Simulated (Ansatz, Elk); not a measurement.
## Bonding as seen by X-rays: BPW2

The structure of BPW2 used here is made up (a known structure type with other elements) and was relaxed beforehand with PBE. The aim is the Fourier transform of its all-electron density, F(hkl), set beside the sum over free spherical atoms that refinements use.

Calculated with Elk 11.2.3 (patched build); DFT, PBE, all-electron APW+lo, Dirac cores, scalar-relativistic bands, static density, no spin.

The structure was built from a prototype and need not be the compound's stable phase.

## 1. The structure

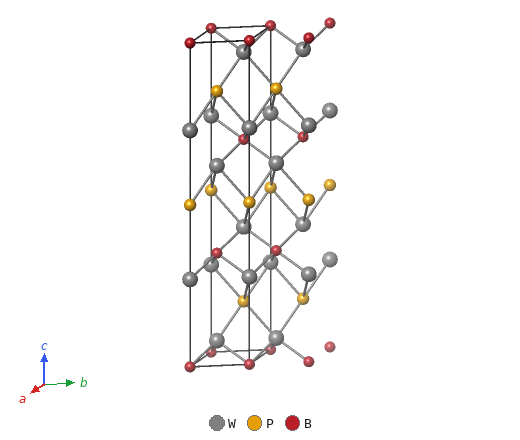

The cell as given, slightly off an axis (tungsten grey, phosphorus orange, boron red). 1×2×1 cells are drawn. This picture shows the conventional cell, with its axes. Bonds to atoms that aren't drawn are left out. Some periodic images of atoms are drawn too.

## 2. Ground state and structure factors

An all-electron density is needed, since X-rays see the cores too. Task 0 finds the density and task 195 Fourier-transforms it; tshift is off so that phases refer to the origin typed.

The input, elk.in:

```
tasks
  0
  195

xctype
  20

spinpol
  .false.

rgkmax
  7.0

gmaxvr
  14.0

lmaxo
  7

lmaxapw
  8

swidth
  0.002

tshift
  .false.

ramdisk
  .false.

hmaxvr
  5.5

maxscl
  120

epspot
  1e-06

sppath
  './'

avec
  3.03295352591 1.75107653428 11.27433540621
  -3.03295352591 1.75107653428 11.27433540621
  -0.00000000000 -3.50215306959 11.27433540605

atoms
  3
  'W.in'
  2
  0.2700057878 0.2700057878 0.2700057878   0.000000 0.000000 0.000000
  0.7299942122 0.7299942122 0.7299942122   0.000000 0.000000 0.000000
  'P.in'
  1
  0.5000000000 0.5000000000 0.5000000000   0.000000 0.000000 0.000000
  'B.in'
  1
  -0.0000000000 -0.0000000000 -0.0000000000   0.000000 0.000000 0.000000

ngridk
  8 8 8
```

Command:

```bash
> OMP_NUM_THREADS=4 elk
```

Numbers of over 12 decimals in the logs are rounded to 6 here.

The log of the run:

```text
┌─────────────────────────┐
│ Elk code version 11.2.3 │
└─────────────────────────┘

All units are atomic (Hartree, Bohr, etc.)

┌─────────────────────────────────────────────────┐
│ Ground-state run starting from atomic densities │
└─────────────────────────────────────────────────┘

Lattice vectors :
   3.032953526       1.751076534       11.27433541
  -3.032953526       1.751076534       11.27433541
  -0.000000000      -3.502153070       11.27433541

Reciprocal lattice vectors :
   1.035819582      0.5980307145      0.1857666130
  -1.035819582      0.5980307145      0.1857666130
  0.1500212320E-16  -1.196061429      0.1857666130

Unit cell volume      :    359.2634905
Brillouin zone volume :   0.6904409159

Muffin-tin inner radius fraction :   0.1000000000E-01

Nuclei treated as point charges

Species : 1 (W)
 parameters loaded from : W.in
 name : tungsten
 nuclear charge    :   -74.00000000
 electronic charge :    74.00000000
 atomic mass :    335119.8193
 muffin-tin radius :    2.468402217
 number of radial points in muffin-tin :   1393
 inner part over the whole radius :   0.9912337147E-02
 number on inner part of muffin-tin    :    996
 approximate nuclear radius :   0.1010025921E-03
 number of mesh points to nuclear radius :    524
 atomic positions (lattice), magnetic fields (Cartesian) :
  1 :   0.27000579  0.27000579  0.27000579    0.00000000  0.00000000  0.00000000
  2 :  -0.27000579 -0.27000579 -0.27000579    0.00000000  0.00000000  0.00000000

Species : 2 (P)
 parameters loaded from : P.in
 name : phosphorus
 nuclear charge    :   -15.00000000
 electronic charge :    15.00000000
 atomic mass :    56461.71230
 muffin-tin radius :    2.200000000
 number of radial points in muffin-tin :    793
 inner part over the whole radius :   0.9987340520E-02
 number on inner part of muffin-tin    :    554
 approximate nuclear radius :   0.6081821256E-04
 number of mesh points to nuclear radius :    248
 atomic positions (lattice), magnetic fields (Cartesian) :
  1 :   0.50000000  0.50000000  0.50000000    0.00000000  0.00000000  0.00000000

Species : 3 (B)
 parameters loaded from : B.in
 name : boron
 nuclear charge    :   -5.000000000
 electronic charge :    5.000000000
 atomic mass :    19707.24742
 muffin-tin radius :    1.586829997
 number of radial points in muffin-tin :    593
 inner part over the whole radius :   0.9872188455E-02
 number on inner part of muffin-tin    :    403
 approximate nuclear radius :   0.4534157419E-04
 number of mesh points to nuclear radius :    163
 atomic positions (lattice), magnetic fields (Cartesian) :
  1 :   0.00000000  0.00000000  0.00000000    0.00000000  0.00000000  0.00000000

Total number of atoms per unit cell :    4
Total muffin-tin volume :    187.3381169
 ratio of muffin-tin to unit cell volume :   0.5214504726

Spin treatment :
 spin-unpolarised

Number of Bravais lattice symmetries :   12
Number of crystal symmetries         :   12
Crystal has inversion symmetry
Real symmetric eigensolver will be used

k-point grid :      8     8     8
k-point offset :    0.000000000       0.000000000       0.000000000
k-point set is reduced with full crystal symmetry group
Total number of k-points :       65

Muffin-tin radius times maximum |G+k| :    7.000000000
 using average radius
Maximum |G+k| for APW functions       :    3.209671407
Maximum (1/2)|G+k|²                   :    5.150995270
Maximum |G| for potential and density :    14.00000000
Constant for pseudocharge density :    9
 order of it for each species :   16  16  16
 order of it for pair densities of each species (exact exchange by exxq0 0: 17) :   13  10   4
Radial integration step length :    1

G-vector grid sizes :     54    54    54
Number of G-vectors :    16731

Maximum angular momentum used for
 APW functions            :    8
 outer part of muffin-tin :    7
 inner part of muffin-tin :    2

Total nuclear charge    :   -168.0000000
Total core charge       :    104.0000000
Total valence charge    :    64.00000000
[...]
total energy                :     -32700.715783156

Density of states at Fermi energy :    43.61572414
 (states/Hartree/unit cell)

Estimated indirect band gap :   0.1814600230E-02
 from k-point 7 to k-point 33
Estimated direct band gap   :   0.1734331563E-01
 at k-point 43

Charges :
 core                        :    104.0000000
 valence                     :    64.00000000
 interstitial                :    7.258625050
 muffin-tins (core leakage)
  species : 1 (W)
   atom 1                    :    71.53959422     (  0.1041417327E-05)
   atom 2                    :    71.53959422     (  0.1041417327E-05)
  species : 2 (P)
[...]
species : 3 (B)
[...]
total in muffin-tins        :    160.7413750
 total calculated charge     :    167.9972784
 total charge                :    168.0000000
 error                       :   0.2721586094E-02

RMS change in Kohn-Sham potential (target) :    1.862946004     (  0.1000000000E-05)
Absolute change in total energy (target)   :   0.1930964817     (  0.1000000000E-03)

[... loops 3 to 16 left out ...]

┌──────────────────┐
│ Loop number : 17 │
└──────────────────┘

Energies :
 Fermi                       :     0.467646
 sum of occupied eigenvalues :     -19985.030063755
 electron kinetic            :      36796.542711761
 core electron kinetic       :      35504.282604384
 Coulomb                     :     -68817.622480208
 Coulomb potential           :     -55894.767587377
 nuclear-nuclear             :     -2937.1377343513
 electron-nuclear            :     -75925.048536868
 Hartree                     :      10044.563791012
 Madelung                    :     -40870.238686519
 xc potential                :     -886.80518813965
 exchange                    :     -668.33204070242
 correlation                 :     -9.818368
 electron entropic           :    -0.68488447549757E-03
 total energy                :     -32699.230861652

Density of states at Fermi energy :    53.33660096
 (states/Hartree/unit cell)

Estimated indirect band gap :   0.1373615885E-02
 from k-point 53 to k-point 40
Estimated direct band gap   :   0.2064371700E-01
 at k-point 21

Charges :
 core                        :    104.0000000
 valence                     :    64.00000000
 interstitial                :    6.983264142
 muffin-tins (core leakage)
  species : 1 (W)
[...]
species : 2 (P)
[...]
species : 3 (B)
[...]
total in muffin-tins        :    161.0167359
 total calculated charge     :    167.9977386
 total charge                :    168.0000000
 error                       :   0.2261428962E-02

RMS change in Kohn-Sham potential (target) :   0.6044577465E-06 (  0.1000000000E-05)
Absolute change in total energy (target)   :   0.3184992238E-05 (  0.1000000000E-03)

Convergence targets achieved

┌──────────────────┐
│ Loop number : 18 │
└──────────────────┘

Energies :
 Fermi                       :     0.467646
 sum of occupied eigenvalues :     -19985.030069358
 electron kinetic            :      36796.542709561
 core electron kinetic       :      35504.282603340
 Coulomb                     :     -68817.622480375
 Coulomb potential           :     -55894.767578949
 nuclear-nuclear             :     -2937.1377343513
 electron-nuclear            :     -75925.048545866
 Hartree                     :      10044.563799842
 Madelung                    :     -40870.238690900
 xc potential                :     -886.80519997016
 exchange                    :     -668.33204073089
 correlation                 :     -9.818368
 electron entropic           :    -0.68488445785892E-03
 total energy                :     -32699.230864049

Density of states at Fermi energy :    53.33659933
 (states/Hartree/unit cell)

Estimated indirect band gap :   0.1373619926E-02
 from k-point 53 to k-point 40
Estimated direct band gap   :   0.2064371056E-01
 at k-point 21

Charges :
 core                        :    104.0000000
 valence                     :    64.00000000
 interstitial                :    6.983264054
 muffin-tins (core leakage)
  species : 1 (W)
[...]
atom 2                    :    71.95746316     (  0.9630555979E-06)
  species : 2 (P)
   atom 1                    :    13.42843901     (  0.3118137702E-03)
  species : 3 (B)
   atom 1                    :    3.673370622     (  0.3090721603E-03)
 total in muffin-tins        :    161.0167359
 total calculated charge     :    167.9977386
 total charge                :    168.0000000
 error                       :   0.2261429049E-02

┌──────────────────────────────┐
│ Self-consistent loop stopped │
└──────────────────────────────┘

Warning : core states of species 2 leak from the muffin-tin :   0.3118137702E-03

Warning : core states of species 3 leak from the muffin-tin :   0.3090721603E-03

Wrote STATE.OUT
```

Wall time 42 s (4 threads of Arm Neoverse V2, shared host); peak memory 0.21 GiB.

SFACRHO.OUT:

```text

h k l indices transformed by vhmat matrix:
   1.000000000       0.000000000       0.000000000    
   0.000000000       1.000000000       0.000000000    
   0.000000000       0.000000000       1.000000000    

      h      k      l  multipl.   |H|            Re(F)            Im(F)           |F|

      0      0      0      1   0.0000000       168.00000      0.14459481E-16   168.00000    
     -1     -1     -1      2  0.55729984       43.090869     -0.29862684E-14   43.090869    
     -2     -2     -2      2   1.1145997      -79.669878      0.60849174E-14   79.669878    
      0      0      1      6   1.2104017      -23.633094      0.11197833E-14   23.633094    
      0     -1     -1      6   1.2524376      -108.64752     -0.59813947E-14   108.64752    
      1      1      2      6   1.4080876       120.63156      0.11803286E-13   120.63156    
     -1     -2     -2      6   1.5143625      -78.079790     -0.50078764E-14   78.079790    
      3      3      3      2   1.6718995      -112.96708      0.91119757E-14   112.96708    
     -2     -3     -2      6   1.7667811       82.114316      0.23826556E-13   82.114316    
      2      3      3      6   1.9076567       71.043301      0.22228575E-13   71.043301    
      0     -1      1      6   2.0716392       119.68329     -0.29470339E-14   119.68329    
      2      0      1     12   2.1452906       33.299725      0.28451748E-14   33.299725    
      3      4      3      6   2.2094086      -23.040032      0.19236030E-13   23.040032    
      4      4      4      2   2.2291994       16.585253     -0.11764028E-13   16.585253    
      2      1      3     12   2.3524501      -66.145020      0.22512332E-13   66.145020    
     -3     -4     -4      6   2.3677374       95.761903      0.17741032E-13   95.761903    
      1     -1     -1      6   2.3993251      -19.035657     -0.10908540E-14   19.035657    
      0     -2      0      6   2.4208033      -89.941520     -0.52432664E-14   89.941520
```

Elk indexes on the primitive cell of elk.in and gives |H| = 4π sin θ/λ in inverse bohr. Below, one row stands for each form hkl of the conventional cell (m members, Friedel mates merged), F is for one primitive cell and the density is static (no thermal factor). Free-atom factors are Waasmaier and Kirfel's, and R is Σm||F|−|F'||/Σm|F|.

| hkl | m | sin θ/λ (Å⁻¹) | abs F, DFT | neutral atoms | diff. |
| --- | --- | --- | --- | --- | --- |
| 003 | 2 | 0.084 | 43.091 | 42.899 | +0.192 |
| 006 | 2 | 0.168 | 79.670 | 80.303 | -0.633 |
| 101 | 6 | 0.182 | 23.633 | 23.854 | -0.221 |
| 012 | 6 | 0.188 | 108.647 | 109.246 | -0.599 |
| 104 | 6 | 0.212 | 120.632 | 120.694 | -0.062 |
| 015 | 6 | 0.228 | 78.080 | 78.477 | -0.397 |
| 009 | 2 | 0.251 | 112.967 | 113.629 | -0.662 |
| 107 | 6 | 0.266 | 82.114 | 82.326 | -0.212 |
| 018 | 6 | 0.287 | 71.043 | 71.293 | -0.250 |
| 110 | 6 | 0.311 | 119.683 | 120.001 | -0.318 |
| 113 | 12 | 0.323 | 33.300 | 33.385 | -0.085 |
| 1 0 10 | 6 | 0.332 | 23.040 | 22.923 | +0.117 |
| 0 0 12 | 2 | 0.335 | 16.585 | 16.668 | -0.083 |
| 116 | 12 | 0.354 | 66.145 | 66.101 | +0.044 |
| 0 1 11 | 6 | 0.356 | 95.762 | 95.801 | -0.039 |
| 021 | 6 | 0.361 | 19.036 | 19.091 | -0.056 |
| 202 | 6 | 0.364 | 89.942 | 89.929 | +0.012 |
| 024 | 6 | 0.377 | 98.067 | 98.193 | -0.126 |
| 205 | 6 | 0.386 | 64.840 | 64.817 | +0.023 |
| 119 | 12 | 0.400 | 94.874 | 94.864 | +0.010 |
| 1 0 13 | 6 | 0.405 | 103.374 | 103.390 | -0.016 |
| 027 | 6 | 0.409 | 69.151 | 69.157 | -0.005 |

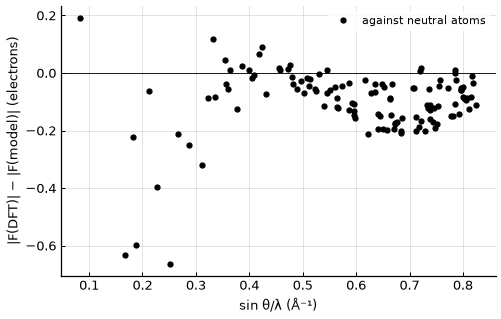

Difference between the calculated structure factors and the independent-atom ones.

## 3. The highest occupied states alone

An energy window below the Fermi level keeps the highest occupied states, to see at which angles they scatter; shallow core shells can lie inside it and anion s states outside. No new self-consistency is needed.

elk.in, as its differences from that of step 2:

```diff
@@ -1,3 +1,2 @@
 tasks
-  0
   195
@@ -40,2 +39,5 @@
 
+wsfac
+  0.026650 0.767650
+
 sppath
```

Command:

```bash
> OMP_NUM_THREADS=4 elk
```

The log of the run:

```text
┌─────────────────────────────────┐
│ Elk code version 11.2.3 started │
└─────────────────────────────────┘

Info(readinput): the functional depends on the density's gradient
 muffin-tin radial points multiplied by    2.00000
 (not where nrmtscf is given)

┌────────────────────┐
│ Current task : 195 │
└────────────────────┘
Info(checkmt): changed muffin-tin radius of species 1 (W) from   2.8000 to   2.4684
Info(checkmt): changed muffin-tin radius of species 3 (B) from   1.8000 to   1.5868

Info(sfacrho): density structure factors written to SFACRHO.OUT

 Energy window :   0.2665000000E-01  0.7676500000

┌──────────────────┐
│ Elk code stopped │
└──────────────────┘
```

It took 6 s on 4 threads; peak memory 0.17 GiB; 8.9 s of CPU time.

States within 12 eV below the Fermi level hold 19.40 electrons; any levels below the window count with the cores, and a count that is not whole means the window cuts a band. Their amplitudes can exceed the total, where window and core parts have opposite phase:

| hkl | sin θ/λ (Å⁻¹) | abs F, window | abs F, all |
| --- | --- | --- | --- |
| 003 | 0.084 | 2.191 | 43.091 |
| 006 | 0.168 | 0.788 | 79.670 |
| 101 | 0.182 | 0.375 | 23.633 |
| 012 | 0.188 | 0.157 | 108.647 |
| 104 | 0.212 | 2.948 | 120.632 |
| 015 | 0.228 | 0.480 | 78.080 |
| 009 | 0.251 | 0.234 | 112.967 |
| 107 | 0.266 | 0.529 | 82.114 |
| 018 | 0.287 | 0.391 | 71.043 |
| 110 | 0.311 | 0.213 | 119.683 |

[end of part 1 of 2]

[Logs are printed without paths, hosts, clocks, repeated set-up lines and the standing remarks that a program may print on its own settings, such as how far it seeks lower states.]

[Hosts, paths, dates, database ids (printed as entryN), source tags and the programs' standing remarks are cut or masked in the printed files.]
